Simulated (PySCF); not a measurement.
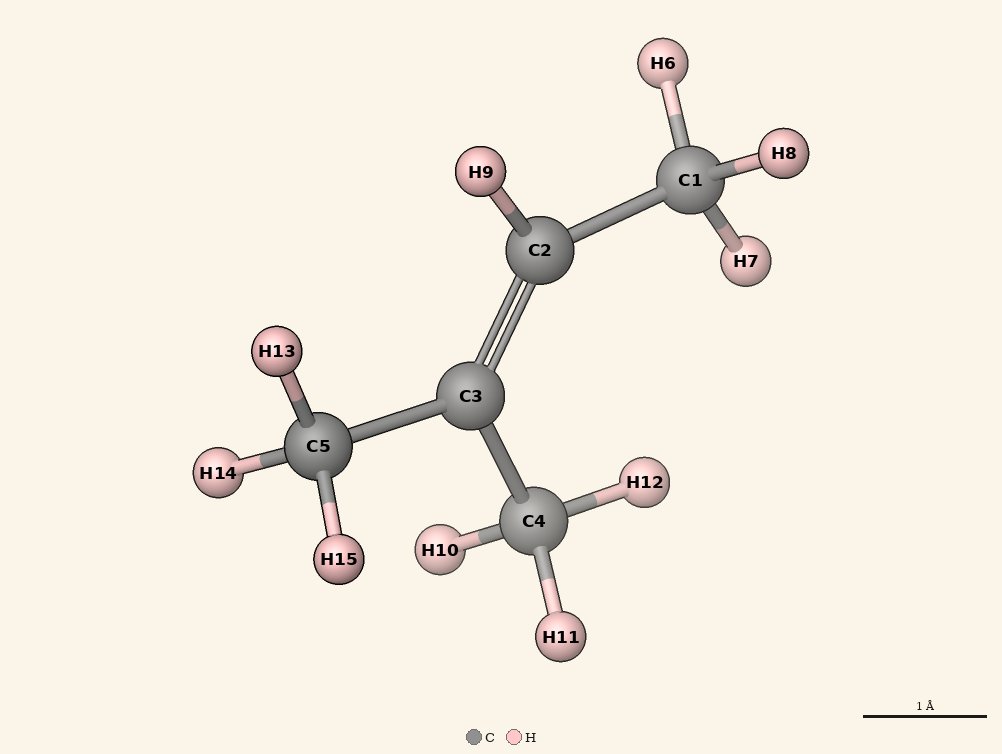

Orthographic view. Atoms fade into the background with distance from the viewer. The computed structure is the end point of a PBE0-D3(BJ)/def2-TZVP optimisation. No frequency run is at hand to confirm it as a minimum.

Write a MOL file (V2000) with the atoms in numerical order, bonds sorted by atom number with the orders drawn, and coordinates in the frame of the picture: x right, y up, z towards the viewer, origin at the mean position.

```
C5H10
                    3D

 15 14  0  0  0  0  0  0  0  0999 V2000
    1.4400    1.5200   -0.2600 C   0  0  0  0  0  0  0  0  0  0  0  0
    0.2100    0.9400    0.3600 C   0  0  0  0  0  0  0  0  0  0  0  0
   -0.3500   -0.2400    0.1400 C   0  0  0  0  0  0  0  0  0  0  0  0
    0.1600   -1.2600   -0.8300 C   0  0  0  0  0  0  0  0  0  0  0  0
   -1.5900   -0.6500    0.8700 C   0  0  0  0  0  0  0  0  0  0  0  0
    1.2200    2.4700   -0.7600 H   0  0  0  0  0  0  0  0  0  0  0  0
    1.8900    0.8600   -1.0000 H   0  0  0  0  0  0  0  0  0  0  0  0
    2.2000    1.7300    0.4900 H   0  0  0  0  0  0  0  0  0  0  0  0
   -0.2700    1.5900    1.1000 H   0  0  0  0  0  0  0  0  0  0  0  0
   -0.6000   -1.4900   -1.5800 H   0  0  0  0  0  0  0  0  0  0  0  0
    0.3800   -2.2000   -0.3100 H   0  0  0  0  0  0  0  0  0  0  0  0
    1.0700   -0.9500   -1.3500 H   0  0  0  0  0  0  0  0  0  0  0  0
   -1.9300    0.1200    1.5600 H   0  0  0  0  0  0  0  0  0  0  0  0
   -2.4100   -0.8700    0.1600 H   0  0  0  0  0  0  0  0  0  0  0  0
   -1.4200   -1.5700    1.4400 H   0  0  0  0  0  0  0  0  0  0  0  0
  1  2  1  0
  1  6  1  0
  1  7  1  0
  1  8  1  0
  2  3  2  0
  2  9  1  0
  3  4  1  0
  3  5  1  0
  4 10  1  0
  4 11  1  0
  4 12  1  0
  5 13  1  0
  5 14  1  0
  5 15  1  0
M  END
```
